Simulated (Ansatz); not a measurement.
# SnH₃F + HCl: a complex and its separated parts, part 2 of 2

Ansatz 0.2.0, Gaussian basis. Earlier steps stand in the parts before.

### 14 wB97X-V/def2-TZVPP

The inputs:

parta/in.yaml

```yaml
crystal:
  periodic: [false, false, false]
  atoms:
    - {symbol: Sn, position_ang: [-1.054269, -0.227629, 0.099073]}
    - {symbol: F, position_ang: [0.631431, -0.260421, 1.029536]}
    - {symbol: H, position_ang: [-0.813708, -1.211761, -1.266724]}
    - {symbol: H, position_ang: [-2.174583, -0.860621, 1.211037]}
    - {symbol: H, position_ang: [-1.310621, 1.411531, -0.274074]}
basis:
  gaussian: {orbitals: def2-TZVPP}
hamiltonian: {xc: {name: wB97X-V}}
```

partb/in.yaml

```yaml
crystal:
  periodic: [false, false, false]
  atoms:
    - {symbol: H, position_ang: [2.007385, 0.336497, 0.077385]}
    - {symbol: Cl, position_ang: [2.714464, 0.812303, -0.876234]}
basis:
  gaussian: {orbitals: def2-TZVPP}
hamiltonian: {xc: {name: wB97X-V}}
```

One command serves all of them, each in its own folder.

Started as:

```console
$ ansatz run in.yaml --threads 4 --pin off --events-out ev --progress --plain --max-ram 9574MiB
```

Output in parta (excerpt; [...] marks lines left out):

```text
Functional definition: wB97X-V
  name "wB97X-V"
  cite "Mardirossian & Head-Gordon, Phys. Chem. Chem. Phys. 16, 9904 (2014) doi:10.1039/C3CP54374A"
  cite "Becke, J. Chem. Phys. 107, 8554 (1997) doi:10.1063/1.475007"
  cite "Vydrov & Van Voorhis, J. Chem. Phys. 133, 244103 (2010) doi:10.1063/1.3521275"
[...]
      + integral(e_c_pw_opposite_spin*poly(b97_u_opposite, cos0, cos1)) + vv10(b, c)
765 factors; their error is unknown
177 factors; integrals over basis functions are off by at most 7.9e-6 eV
[...]
mean field -8597.29421810 eV, -315.9447350598 hartree, gradient 3.6e-5 eV, S^2 0.000000; 0 other end points of the search recorded, 0 dependent functions left out
reference -8597.29421607 eV, -315.9447349851 hartree; 17, 17 occupied and 106, 106 virtual orbitals, 765 factors
Total energy: -8597.29421607 eV, -315.9447349851 hartree
```

partb printed (excerpt; [...] marks lines left out):

```text
[... 5 set-up lines as earlier in the session ...]
[...]
      + integral(e_c_pw_opposite_spin*poly(b97_u_opposite, cos0, cos1)) + vv10(b, c)
369 factors; their error is unknown
61 factors; integrals over basis functions are off by at most 9.0e-5 eV
[...]
mean field -12537.61271852 eV, -460.7487691063 hartree, gradient 5.7e-5 eV, S^2 0.000000; 0 other end points of the search recorded, 0 dependent functions left out
reference -12537.61271757 eV, -460.7487690714 hartree; 9, 9 occupied and 47, 47 virtual orbitals, 369 factors
Total energy: -12537.61271757 eV, -460.7487690714 hartree
```

Times: 2 s (parta), 0.45 s (partb) on 4 threads of Arm Neoverse V1, shared host.

### 15 wB97M-V/def2-TZVPP

Each input of step 14 (parta, partb) changes in the same lines:

```diff
-hamiltonian: {xc: {name: wB97X-V}}
+hamiltonian: {xc: {name: wB97M-V}}
```

Each run has its own folder and the same command.

Started as:

```console
$ ansatz run in.yaml --threads 4 --pin off --events-out ev --progress --plain --max-ram 9574MiB
```

parta printed (excerpt; [...] marks lines left out):

```text
Functional definition: wB97M-V
  name "wB97M-V"
  cite "Mardirossian & Head-Gordon, J. Chem. Phys. 144, 214110 (2016) doi:10.1063/1.4952647"
[... 2 set-up lines as earlier in the session ...]
  # Of w^i u^j: cxij and so on, Table III.
[...]
  gx(w, u) = 1 - cx + cx01*u + cx10*w
[...]
      + integral(e_c_pw_mod_opposite_spin*gos(b97_w_opposite, b97_u_opposite)) + vv10(b, c)
765 factors; their error is unknown
177 factors; integrals over basis functions are off by at most 7.9e-6 eV
[...]
mean field -8596.37555435 eV, -315.9109747899 hartree, gradient 4.3e-5 eV, S^2 0.000000; 0 other end points of the search recorded, 0 dependent functions left out
reference -8596.37560560 eV, -315.9109766731 hartree; 17, 17 occupied and 106, 106 virtual orbitals, 765 factors
Total energy: -8596.37560560 eV, -315.9109766731 hartree
```

Log of partb (excerpt; [...] marks lines left out):

```text
[... 5 set-up lines as earlier in the session ...]
  # Of w^i u^j: cxij and so on, Table III.
[...]
  gx(w, u) = 1 - cx + cx01*u + cx10*w
[...]
      + integral(e_c_pw_mod_opposite_spin*gos(b97_w_opposite, b97_u_opposite)) + vv10(b, c)
369 factors; their error is unknown
61 factors; integrals over basis functions are off by at most 9.0e-5 eV
[...]
mean field -12538.73838365 eV, -460.7901365372 hartree, gradient 5.6e-5 eV, S^2 0.000000; 0 other end points of the search recorded, 0 dependent functions left out
reference -12538.73840670 eV, -460.7901373842 hartree; 9, 9 occupied and 47, 47 virtual orbitals, 369 factors
Total energy: -12538.73840670 eV, -460.7901373842 hartree
```

Times: 2.4 s (parta), 0.45 s (partb) on 4 threads of Arm Neoverse V1, shared host.

### 16 B2PLYP/def2-TZVPP

The same edit goes into each in.yaml of step 15 (parta, partb):

```diff
-hamiltonian: {xc: {name: wB97M-V}}
+hamiltonian: {xc: {name: B2PLYP}}
```

Each run has its own folder and the same command.

Started as:

```console
$ ansatz run in.yaml --threads 4 --pin off --events-out ev --progress --plain --max-ram 9574MiB
```

Log of parta (excerpt; [...] marks lines left out):

```text
Functional definition: B2PLYP
  name "B2PLYP"
  cite "Grimme, J. Chem. Phys. 124, 034108 (2006) doi:10.1063/1.2148954"
[... 2 set-up lines as earlier in the session ...]
[...]
894 factors; integrals over basis functions are off by at most 1.0e-3 eV
[...]
mean field -8586.28673813 eV, -315.5402176322 hartree, gradient 3.0e-6 eV, S^2 0.000000; 0 other end points of the search recorded, 0 dependent functions left out
5 core orbitals not correlated: weight in the atoms' cores, before any rotation towards them, 1.000 or more for the frozen orbitals, at most 0.000 for the correlated occupied ones
reference -8586.28687799 eV, -315.5402227718 hartree; 12, 12 occupied and 106, 106 virtual orbitals, 894 factors
second order -19.09721916 eV of doubles, -0.00000000 eV of singles
Total energy: -8591.44312716 eV, -315.7297114339 hartree
```

partb printed (excerpt; [...] marks lines left out):

```text
[... 5 set-up lines as earlier in the session ...]
[...]
322 factors; integrals over basis functions are off by at most 1.4e-3 eV
[...]
mean field -12534.13733246 eV, -460.6210510244 hartree, gradient 9.7e-6 eV, S^2 0.000000; 0 other end points of the search recorded, 0 dependent functions left out
5 core orbitals not correlated: weight in the atoms' cores, before any rotation towards them, 1.000 or more for the frozen orbitals, at most 0.000 for the correlated occupied ones
reference -12534.13742922 eV, -460.6210545803 hartree; 4, 4 occupied and 47, 47 virtual orbitals, 322 factors
second order -6.68497690 eV of doubles, -0.00000000 eV of singles
Total energy: -12535.94237298 eV, -460.6873850402 hartree
```

Times: 1.3 s (parta), 0.25 s (partb) on 4 threads of Arm Neoverse V1, shared host.

### 17 PBE-QIDH/def2-TZVPP

The same edit goes into each in.yaml of step 16 (parta, partb):

```diff
-hamiltonian: {xc: {name: B2PLYP}}
+hamiltonian: {xc: {name: PBE-QIDH}}
```

The same command starts each run, in its folder.

Started as:

```console
$ ansatz run in.yaml --threads 4 --pin off --events-out ev --progress --plain --max-ram 9574MiB
```

Output in parta (excerpt; [...] marks lines left out):

```text
Functional definition: PBE-QIDH
  name "PBE-QIDH"
  cite "Brémond, Sancho-García, Pérez-Jiménez & Adamo, J. Chem. Phys. 141, 031101 (2014) doi:10.1063/1.4890314"
[... 1 set-up line as earlier in the session ...]
[...]
894 factors; integrals over basis functions are off by at most 1.0e-3 eV
[...]
mean field -8584.53027028 eV, -315.4756686293 hartree, gradient 6.9e-6 eV, S^2 0.000000; 0 other end points of the search recorded, 0 dependent functions left out
5 core orbitals not correlated: weight in the atoms' cores, before any rotation towards them, 1.000 or more for the frozen orbitals, at most 0.000 for the correlated occupied ones
reference -8584.53028128 eV, -315.4756690333 hartree; 12, 12 occupied and 106, 106 virtual orbitals, 894 factors
second order -17.85469112 eV of doubles, -0.00000000 eV of singles
Total energy: -8590.48184498 eV, -315.6943849653 hartree
```

Log of partb (excerpt; [...] marks lines left out):

```text
[... 4 set-up lines as earlier in the session ...]
[...]
322 factors; integrals over basis functions are off by at most 1.4e-3 eV
[...]
mean field -12531.03291300 eV, -460.5069657136 hartree, gradient 2.3e-6 eV, S^2 0.000000; 0 other end points of the search recorded, 0 dependent functions left out
5 core orbitals not correlated: weight in the atoms' cores, before any rotation towards them, 1.000 or more for the frozen orbitals, at most 0.000 for the correlated occupied ones
reference -12531.03291937 eV, -460.5069659476 hartree; 4, 4 occupied and 47, 47 virtual orbitals, 322 factors
second order -6.22519111 eV of doubles, -0.00000000 eV of singles
Total energy: -12533.10798307 eV, -460.5832231321 hartree
```

Wall times: 1.3 s (parta), 0.25 s (partb) on 4 threads of Arm Neoverse V1, shared host.

### 18 RPA on PBE/def2-TZVPP

Each input of step 17 (parta, partb) changes in the same lines:

```diff
-hamiltonian: {xc: {name: PBE-QIDH}}
+hamiltonian: {xc: pbe}
+correlation: {method: rpa}
```

Each run has its own folder and the same command.

Started as:

```console
$ ansatz run in.yaml --threads 4 --pin off --events-out ev --progress --plain --max-ram 9574MiB
```

Output in parta (excerpt; [...] marks lines left out):

```text
[... 4 set-up lines as earlier in the session ...]
[...]
894 factors; integrals over basis functions are off by at most 1.0e-3 eV
[...]
mean field -8595.77543227 eV, -315.8889207102 hartree, gradient 1.6e-6 eV, S^2 0.000000; 0 other end points of the search recorded, 0 dependent functions left out
5 core orbitals not correlated: weight in the atoms' cores, before any rotation towards them, 1.000 or more for the frozen orbitals, at most 0.000 for the correlated occupied ones
reference -8559.30709395 eV, -314.5487339959 hartree; 12, 12 occupied and 106, 106 virtual orbitals, 894 factors
Total energy: -8583.58965507 eV, -315.4411016577 hartree
```

partb printed (excerpt; [...] marks lines left out):

```text
[... 4 set-up lines as earlier in the session ...]
[...]
322 factors; integrals over basis functions are off by at most 1.4e-3 eV
[...]
mean field -12534.30965485 eV, -460.6273837554 hartree, gradient 3.2e-6 eV, S^2 0.000000; 0 other end points of the search recorded, 0 dependent functions left out
5 core orbitals not correlated: weight in the atoms' cores, before any rotation towards them, 1.000 or more for the frozen orbitals, at most 0.000 for the correlated occupied ones
reference -12519.65917585 eV, -460.0889885829 hartree; 4, 4 occupied and 47, 47 virtual orbitals, 322 factors
Total energy: -12529.02200189 eV, -460.4330660935 hartree
```

Wall times: 1.3 s (parta), 0.25 s (partb) on 4 threads of Arm Neoverse V1, shared host.

### 19 CCSD(T)/def2-TZVPP

The same edit goes into each in.yaml of step 18 (parta, partb):

```diff
-hamiltonian: {xc: pbe}
-correlation: {method: rpa}
+correlation: {method: ccsd_t}
```

The same command starts each run, in its folder.

Started as:

```console
$ ansatz run in.yaml --threads 4 --pin off --events-out ev --progress --plain --max-ram 9574MiB
```

Log of parta (excerpt; [...] marks lines left out):

```text
Functional definition: HF
  name "HF"
  cite "Fock, Z. Phys. 61, 126 (1930) doi:10.1007/BF01340294"
[... 1 set-up line as earlier in the session ...]
[...]
894 factors; integrals over basis functions are off by at most 1.0e-3 eV
[...]
mean field -8560.37642970 eV, -314.5880313598 hartree, gradient 2.1e-6 eV, S^2 0.000000; 0 other end points of the search recorded, 0 dependent functions left out
5 core orbitals not correlated: weight in the atoms' cores, before any rotation towards them, 1.000 or more for the frozen orbitals, at most 0.000 for the correlated occupied ones
reference -8560.37642970 eV, -314.5880313598 hartree; 12, 12 occupied and 106, 106 virtual orbitals, 894 factors
second order -16.03725779 eV of doubles, -0.00000000 eV of singles
cycle   1  -15.82819511 eV  change    2.1e-1 eV  update   9.7e-2
[...]
cycle   9  -16.30503505 eV  change   -8.7e-6 eV  update   2.1e-5
perturbative correction -0.42437623 eV, -0.0155955388 hartree
Total energy: -8577.10584098 eV, -315.2028258848 hartree
```

Output in partb (excerpt; [...] marks lines left out):

```text
[... 4 set-up lines as earlier in the session ...]
[...]
322 factors; integrals over basis functions are off by at most 1.4e-3 eV
[...]
mean field -12519.93373423 eV, -460.0990784170 hartree, gradient 2.9e-6 eV, S^2 0.000000; 0 other end points of the search recorded, 0 dependent functions left out
5 core orbitals not correlated: weight in the atoms' cores, before any rotation towards them, 1.000 or more for the frozen orbitals, at most 0.000 for the correlated occupied ones
reference -12519.93373423 eV, -460.0990784170 hartree; 4, 4 occupied and 47, 47 virtual orbitals, 322 factors
second order -5.53928045 eV of doubles, -0.00000000 eV of singles
cycle   1  -5.96030384 eV  change   -4.2e-1 eV  update   3.9e-2
[...]
cycle   7  -6.10185646 eV  change   -6.2e-6 eV  update   7.9e-6
perturbative correction -0.21572966 eV, -0.0079279189 hartree
Total energy: -12526.25132035 eV, -460.3312454247 hartree
```

Wall times: 6.5 s (parta), 0.25 s (partb) on 4 threads of Arm Neoverse V1, shared host; peak memory 0.65 GiB.

### 20 Vibrations of SnH₃F

The input, vib-parta/in.yaml:

```yaml
crystal:
  periodic: [false, false, false]
  atoms:
    - {symbol: Sn, position_ang: [-1.054269, -0.227629, 0.099073]}
    - {symbol: F, position_ang: [0.631431, -0.260421, 1.029536]}
    - {symbol: H, position_ang: [-0.813708, -1.211761, -1.266724]}
    - {symbol: H, position_ang: [-2.174583, -0.860621, 1.211037]}
    - {symbol: H, position_ang: [-1.310621, 1.411531, -0.274074]}
basis:
  gaussian: {orbitals: def2-TZVP}
hamiltonian: {xc: pbe0, dispersion: d4}
phonons: {temperatures: {t_min: 298.15, t_max: 900, t_step: 200}}
```

Started as:

```console
$ ansatz run in.yaml --threads 4 --pin off --events-out ev --progress --plain --max-ram 9574MiB
```

The program printed (excerpt; [...] marks lines left out):

```text
[... 5 set-up lines as earlier in the session ...]
[...]
749 factors; their error is unknown
[...]
mean field -8596.08673272 eV, -315.9003607905 hartree, gradient 6.4e-5 eV, S^2 0.000000; 0 other end points of the search recorded, 0 dependent functions left out
[...]
Atom 2 at    -0.813708    -1.211761    -1.266724 Å, force     0.000211    -0.000933    -0.001223 eV/Å
Atom 3 at    -2.174583    -0.860621     1.211037 Å, force     0.000259     0.000152    -0.000289 eV/Å
Atom 4 at    -1.310621     1.411531    -0.274074 Å, force    -0.000240     0.001417    -0.000290 eV/Å
Dipole moment:    -0.498335     0.009714    -0.275113 e Å
Vibrations: 506.17 506.55 611.15 698.85 699.20 712.03 1972.37 1980.48 1980.80 cm⁻¹, zero-point energy 0.599315 eV
```

Run time: 16 s. Hardware: 4 threads of Arm Neoverse V1, shared host.

The modes, with what each moves most:

```tsv
mode	wavenumber (cm⁻¹)	character
1	506	bend
2	507	bend
3	611	Sn–F stretch
4	699	bend
5	699	bend
6	712	bend
7	1972	Sn–H stretch
8	1980	Sn–H stretch
9	1981	Sn–H stretch
```

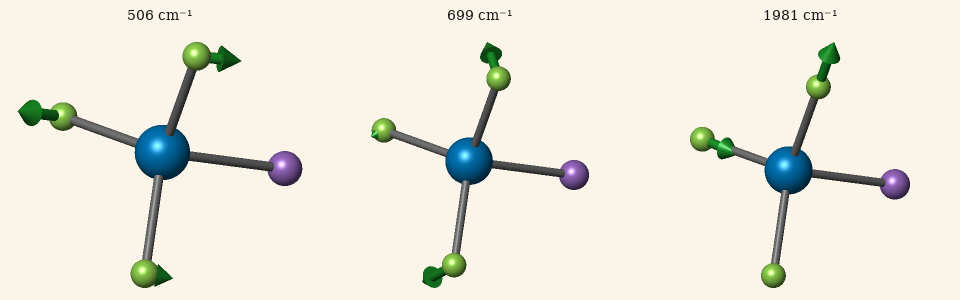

How the atoms move in 3 of the modes.

Vibrational sums (real modes only):

```tsv
T (K)	entropy (J/mol/K)	heat capacity (J/mol/K)
298	11.0	25.1
498	28.0	41.0
698	43.5	50.8
898	57.2	57.4
```

### 21 Vibrations of HCl

The input, vib-partb/in.yaml:

```yaml
crystal:
  periodic: [false, false, false]
  atoms:
    - {symbol: H, position_ang: [2.007385, 0.336497, 0.077385]}
    - {symbol: Cl, position_ang: [2.714464, 0.812303, -0.876234]}
basis:
  gaussian: {orbitals: def2-TZVP}
hamiltonian: {xc: pbe0, dispersion: d4}
phonons: {temperatures: {t_min: 298.15, t_max: 900, t_step: 200}}
```

Started as:

```console
$ ansatz run in.yaml --threads 4 --pin off --events-out ev --progress --plain --max-ram 9574MiB
```

The program printed (excerpt; [...] marks lines left out):

```text
[... 5 set-up lines as earlier in the session ...]
[...]
312 factors; their error is unknown
[...]
mean field -12535.31645820 eV, -460.6643830961 hartree, gradient 4.2e-5 eV, S^2 0.000000; 0 other end points of the search recorded, 0 dependent functions left out
[...]
reference -12535.31636349 eV, -460.6643796158 hartree; 9, 9 occupied and 34, 34 virtual orbitals, 312 factors
Total energy: -12535.32105152 eV, -460.6645518977 hartree
Atom 0 at     2.007385     0.336497     0.077385 Å, force     0.001641     0.001104    -0.002213 eV/Å
Atom 1 at     2.714464     0.812303    -0.876234 Å, force    -0.001641    -0.001104     0.002213 eV/Å
Dipole moment:    -0.145198    -0.097707     0.195825 e Å
Vibrations: 2996.25 cm⁻¹, zero-point energy 0.185744 eV
```

Wall time 1.1 s (4 threads of Arm Neoverse V1, shared host).

Wavenumbers and character of the modes:

```tsv
mode	wavenumber (cm⁻¹)	character
1	2996	Cl–H stretch
```

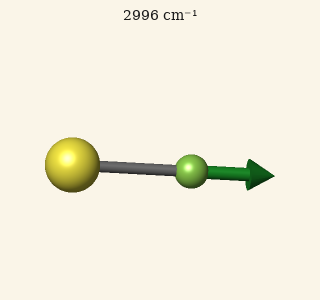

Displacements of 1 modes, as arrows.

Vibrational sums (real modes only):

```tsv
T (K)	entropy (J/mol/K)	heat capacity (J/mol/K)
298	0.0	0.0
498	0.0	0.1
698	0.1	0.7
898	0.4	1.6
```

### 22 Complex less separated parts

The complex's own energies come from single points at the same levels.

Rows are in def2-TZVPP; times add the 3 runs of a level on a shared host, so small differences are noise.

Differences are taken before rounding.

```tsv
method	rung	complex less parts (kcal/mol)	from CCSD(T) (kcal/mol)	time
SPW92	LDA	-9.8	-4.1	1.2 s
PBE-D4	GGA	-7.0	-1.4	1.8 s
BLYP-D4	GGA	-6.8	-1.1	1.9 s
r2SCAN-D4	meta-GGA	-6.6	-1.0	4.2 s
B97M-V	meta-GGA	-6.0	-0.4	7.3 s
PBE0-D4	hybrid	-6.5	-0.9	2.3 s
B3LYP-D4	hybrid	-6.6	-1.0	2.3 s
r2SCAN0-D4	hybrid	-6.4	-0.7	4.5 s
BHLYP-D4	hybrid	-6.5	-0.9	2.4 s
CAM-B3LYP-D4	range-separated hybrid	-6.8	-1.2	2.7 s
wB97X-V	range-separated hybrid	-6.0	-0.4	6.6 s
wB97M-V	range-separated hybrid	-6.1	-0.5	7.6 s
B2PLYP	double hybrid	-5.4	+0.2	4.2 s
PBE-QIDH	double hybrid	-5.7	-0.1	4.4 s
RPA on PBE	RPA	-4.7	+0.9	4.3 s
Hartree-Fock	wavefunction	-2.7	+3.0	
MP2	wavefunction	-6.1	-0.5	
CCSD	wavefunction	-5.1	+0.5	
CCSD(T)	wavefunction	-5.6	0	51 s
```

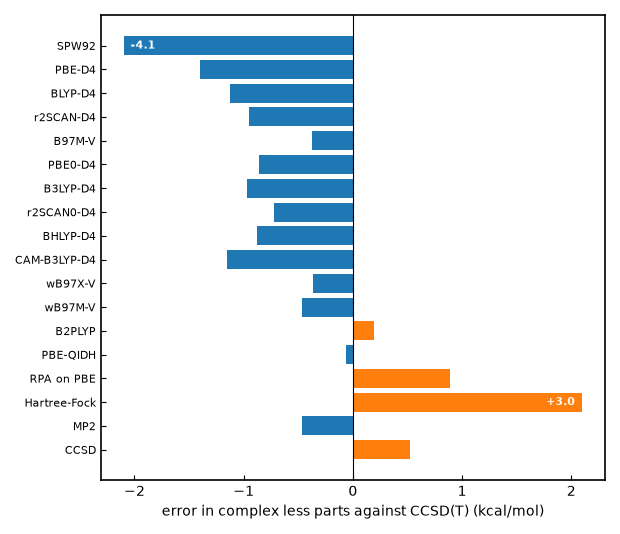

How far each level lands from CCSD(T). Bars with a number in them are cut short.

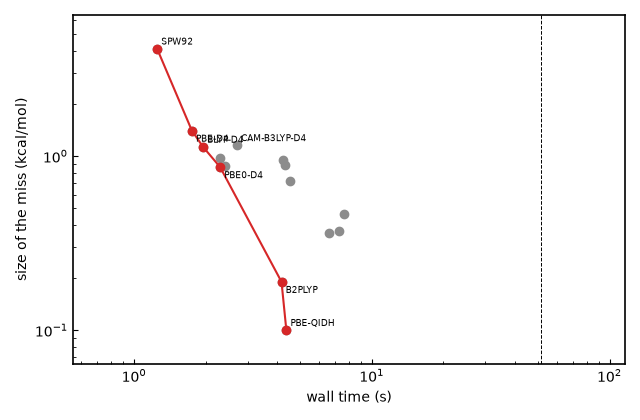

Accuracy for the time spent; red marks the levels that beat every quicker one drawn (of those quicker than the yardstick), and the dashed line is the time of CCSD(T). Only those levels and the largest misses are named. Misses under 0.1 kcal/mol are drawn at that value. Times are from a shared host.

PBE-QIDH reaches 0.1 kcal/mol from the reference in 4.4 s, where CCSD(T) took 51 s; the quickest level in the cost chart, SPW92, takes 1.2 s and misses by 4.1 kcal/mol.

The complex's zero-point energy, from a separate PBE0-D4 run, is 0.840 eV.

### 23 Summary of results

This closing draws on all 2 parts.

```
                              quantity          value
complex less parts, CCSD(T)/def2-TZVPP  -5.6 kcal/mol
                with zero-point energy  -4.4 kcal/mol
                 largest T1 diagnostic          0.014
```

In words: At CCSD(T) the complex lies 5.6 kcal/mol below its parts. PBE-QIDH is the best functional here (-0.1 kcal/mol from CCSD(T)); SPW92 is the worst (-4.1 kcal/mol). Mean unsigned error by rung: LDA 4.1, GGA 1.3, meta-GGA 0.7, hybrid 0.9, range-separated hybrid 0.7, double hybrid 0.1 kcal/mol. PBE-D4 gives a relative energy 1.4 kcal/mol too low, outside chemical accuracy (1 kcal/mol). No counterpoise was applied, and triple zeta lacks some correlation, so the CCSD(T) reference has a basis error of its own, and close matches with it are partly luck.
